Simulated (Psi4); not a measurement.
# CH7BSi2 (SMILES CB1[SiH2][SiH2]1): PBE0/6-31G(d) (spherical functions)

What is the energy change on altering one bond length of CH7BSi2 at PBE0/6-31G* (spherical functions)? 

The results are computed with Psi4 1.11.

2 further runs of the same task are left out: 2 set aside as unsound or not needed. Runs told in other sessions of the task aren't counted.

## Step 1: The structure to begin with

CH7BSi2 has 11 atoms, charge 0, and is taken as a singlet. As SMILES, `CB1[SiH2][SiH2]1`. The coordinates come from a PBE0-D4/def2-TZVP relaxation.

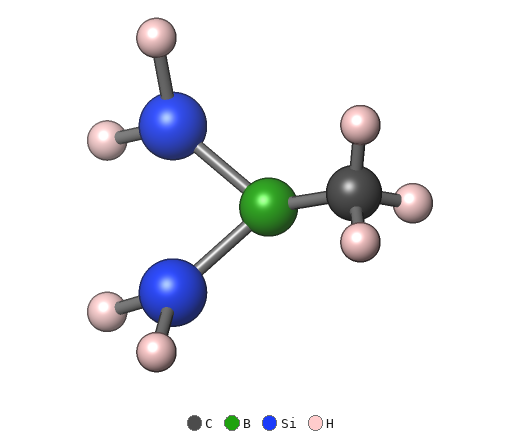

The structure, seen from a chosen angle (carbon dark grey, boron green, silicon blue, hydrogen pink).

## Step 2: Energy and gradient at PBE0/6-31G(d) (spherical functions)

File job.py:

```python
import psi4

psi4.set_memory(2200000000)
psi4.set_num_threads(1)
psi4.core.set_output_file('run.log', False)

m = psi4.geometry("""
C     -0.263900     1.793500     0.099500
B     -0.450600     0.243000    -0.016600
Si     0.018800    -1.148600     1.199400
Si     0.210300    -0.982900    -1.318800
H      0.165600     2.121800     1.048800
H     -1.271300     2.229100     0.051100
H      0.301000     2.238000    -0.723000
H     -0.479200    -2.541300     1.107000
H      0.876900    -0.975400     2.403900
H      1.239000    -0.662800    -2.346600
H     -0.281200    -2.371200    -1.484200
symmetry c1
""")

psi4.set_options({
    'basis': '6-31G*',
    'puream': True,
    'e_convergence': 1e-09,
    'd_convergence': 1e-08,
    'scf_type': 'pk',
    'dft_radial_points': 99,
    'dft_spherical_points': 590,
})

result, w = psi4.gradient("pbe0", return_wfn=True)
print('gradient / Eh bohr^-1')
print(result.np.round(6))
print(f'energy = {w.energy():.10f} Eh')
```

Launch:

```bash
$ python job.py
```

run.log, shortened:

```text
[...]
  Running in c1 symmetry.
[...]
  Nuclear repulsion =  181.476428428229070
[...]
  Multiplicity = 1
[...]
  Nalpha       = 23
  Nbeta        = 23
[...]
    Number of basis functions: 78
[...]
   @RKS iter   1:  -645.43995130619373   -2.48216e-01   8.26539e-03 DIIS/ADIIS
[...]
   @RKS iter  11:  -645.70669585252540   -7.27596e-12   9.41830e-09 DIIS
[...]
    Orbital Energies [Eh]
    ---------------------
    Doubly Occupied:
       1A    -66.238121     2A    -66.238104     3A    -10.206837
       4A     -6.782034     5A     -5.327310     6A     -5.327295
       7A     -3.662429     8A     -3.662302     9A     -3.659470
      10A     -3.659427    11A     -3.657928    12A     -3.657861
      13A     -0.720369    14A     -0.605622    15A     -0.510380
      16A     -0.446047    17A     -0.415372    18A     -0.412767
      19A     -0.390388    20A     -0.349649    21A     -0.347095
      22A     -0.262547    23A     -0.236195
[...]
  @RKS Final Energy:  -645.70669585252540
   => Energetics <=
    Nuclear Repulsion Energy =            181.4764284282290703
    One-Electron Energy =               -1252.0529780222736917
    Two-Electron Energy =                 465.3950251914324667
    DFT Exchange-Correlation Energy =     -40.5251714499134437
    Empirical Dispersion Energy =           0.0000000000000000
    VV10 Nonlocal Energy =                  0.0000000000000000
    Total Energy =                       -645.7066958525253995
[...]
 Multipole Moments:
 ------------------------------------------------------------------------------------
     Multipole            Electronic (a.u.)      Nuclear  (a.u.)        Total (a.u.)
 ------------------------------------------------------------------------------------
 L = 1.  Multiply by 2.5417464519 to convert [e a0] to [Debye]
 Dipole X            :         -1.0189872            1.0274886            0.0085014
 Dipole Y            :         -1.9614916            2.0835424            0.1220509
 Dipole Z            :         -0.2076892            0.2159402            0.0082509
 Magnitude           :                                                    0.1226245
[...]
  -Total Gradient:
     Atom            X                  Y                   Z
    ------   -----------------  -----------------  -----------------
       1        0.000114674993    -0.000770005002    -0.000088403927
       2        0.001842495516    -0.000239225210     0.000090620890
       3        0.000048874479     0.000487231938    -0.001153233393
       4       -0.000177177950     0.000376345849     0.001189440473
       5       -0.000872737169    -0.000739345014    -0.001648950648
       6        0.001635134646    -0.000785175842     0.000075974235
       7       -0.001136556641    -0.000978847223     0.001437478166
       8        0.000386793339     0.001336234384    -0.000452119447
       9       -0.001015632095     0.000086356098    -0.000848386998
      10       -0.001126794998    -0.000012983542     0.000713612702
      11        0.000307138902     0.001237716648     0.000684321196
[...]
```

Standard output:

```text
gradient / Eh bohr^-1
[[ 1.150e-04 -7.700e-04 -8.800e-05]
 [ 1.842e-03 -2.390e-04  9.100e-05]
 [ 4.900e-05  4.870e-04 -1.153e-03]
 [-1.770e-04  3.760e-04  1.189e-03]
 [-8.730e-04 -7.390e-04 -1.649e-03]
 [ 1.635e-03 -7.850e-04  7.600e-05]
 [-1.137e-03 -9.790e-04  1.437e-03]
 [ 3.870e-04  1.336e-03 -4.520e-04]
 [-1.016e-03  8.600e-05 -8.480e-04]
 [-1.127e-03 -1.300e-05  7.140e-04]
 [ 3.070e-04  1.238e-03  6.840e-04]]
energy = -645.7066958525 Eh
```

Run time: 17 s. Hardware: 1 thread of Intel Xeon 6975P-C (Granite Rapids), shared host; peak memory 1.4 GiB.

## Step 3: The distorted shape: the energy at PBE0/6-31G(d) (spherical functions)

File job.dat:

```
memory 2200 mb

molecule {
  0 1
  C
  B 1 r2
  Si 2 r3 1 a3
  Si 2 r4 1 a4 3 d4
  H 1 r5 2 a5 4 d5
  H 1 r6 5 a6 2 d6
  H 1 r7 5 a7 6 d7
  H 3 r8 2 a8 1 d8
  H 3 r9 8 a9 4 d9
  H 4 r10 2 a10 1 d10
  H 4 r11 10 a11 2 d11

  r2 = 1.56601
  r3 = 1.90671
  a3 = 130.23951
  r4 = 1.906658
  a4 = 130.23309
  d4 = -120.77895
  r5 = 1.092438
  a5 = 114.13197
  d5 = -123.68006
  r6 = 1.09861
  a6 = 106.23887
  d6 = 116.74559
  r7 = 1.092336
  a7 = 109.19011
  d7 = 114.19403
  r8 = 1.481943
  a8 = 124.29123
  d8 = 165.73059
  r9 = 2.6802
  a9 = 110.69604
  d9 = -144.61724
  r10 = 1.48898
  a10 = 124.93817
  d10 = 11.18595
  r11 = 1.481994
  a11 = 110.70012
  d11 = 177.3169
  symmetry c1
}

set basis 6-31G*
set reference rks
set puream true
set e_convergence 1e-09
set d_convergence 1e-08
set scf_type pk
set dft_radial_points 99
set dft_spherical_points 590

e_tot, wfn = energy('pbe0', return_wfn=True)
```

Launch:

```bash
$ psi4 job.dat job.out -n 1
```

job.out, shortened:

```text
[...]
  Running in c1 symmetry.
[...]
  Nuclear repulsion =  178.284460021268046
[...]
  Multiplicity = 1
[...]
  Nalpha       = 23
  Nbeta        = 23
[...]
    Number of basis functions: 78
[...]
   @RKS iter   1:  -645.21751051470551   -1.93967e-01   9.04661e-03 ADIIS/DIIS
[...]
   @RKS iter  14:  -645.59184433536439   -1.36424e-12   2.64718e-09 DIIS
[...]
    Orbital Energies [Eh]
    ---------------------
    Doubly Occupied:
       1A    -66.281643     2A    -66.255140     3A    -10.214726
       4A     -6.800566     5A     -5.362807     6A     -5.344313
       7A     -3.697617     8A     -3.696043     9A     -3.692937
      10A     -3.679363    11A     -3.676300    12A     -3.675118
      13A     -0.729034    14A     -0.617169    15A     -0.508390
      16A     -0.454083    17A     -0.423252    18A     -0.420386
      19A     -0.382609    20A     -0.359364    21A     -0.304623
      22A     -0.253937    23A     -0.242669
[...]
  @RKS Final Energy:  -645.59184433536439
   => Energetics <=
    Nuclear Repulsion Energy =            178.2844600212680461
    One-Electron Energy =               -1244.9253429776772464
    Two-Electron Energy =                 461.4602041577883824
    DFT Exchange-Correlation Energy =     -40.4111655367433755
    Empirical Dispersion Energy =           0.0000000000000000
    VV10 Nonlocal Energy =                  0.0000000000000000
    Total Energy =                       -645.5918443353642715
[...]
 Multipole Moments:
 ------------------------------------------------------------------------------------
     Multipole            Electronic (a.u.)      Nuclear  (a.u.)        Total (a.u.)
 ------------------------------------------------------------------------------------
 L = 1.  Multiply by 2.5417464519 to convert [e a0] to [Debye]
 Dipole X            :          0.8198188           -0.8356964           -0.0158776
 Dipole Y            :          2.2314602           -1.3756377            0.8558225
 Dipole Z            :          2.4383792           -2.4544799           -0.0161006
 Magnitude           :                                                    0.8561211
[...]
```

It took 14 s on 1 thread of Intel Xeon 6975P-C (Granite Rapids), shared host; peak memory 1.4 GiB.

## Step 4: Summary of results

Level: PBE0/6-31G* (spherical functions).

| quantity | value |
| --- | --- |
| first shape: total energy | -645.70670 Eh |
| first shape: dipole moment | 0.31 D |
| first shape: HOMO energy | -6.43 eV |
| first shape: LUMO energy | -1.36 eV |
| first shape: HOMO–LUMO gap | 5.07 eV |
| first shape: largest force on an atom | 0.107 eV/Å |
| distorted shape: total energy | -645.59184 Eh |
| distorted shape: dipole moment | 2.18 D |
| distorted shape: HOMO energy | -6.60 eV |
| distorted shape: LUMO energy | -2.94 eV |
| distorted shape: HOMO–LUMO gap | 3.66 eV |
| energy change with the Si3–H9 bond stretched from 1.489 to 2.680 Å | 3.125 eV |

**Reading.** One bond (distorted shape) is far stretched, which a spin-restricted single reference describes badly; a broken-symmetry solution may lie lower. With the Si3–H9 bond stretched from 1.489 to 2.680 Å the energy rises by 3.13 eV (302 kJ/mol). The first shape isn't relaxed at this level, so the change isn't measured from a minimum. A restricted reference can't describe the breaking bond well at this length.
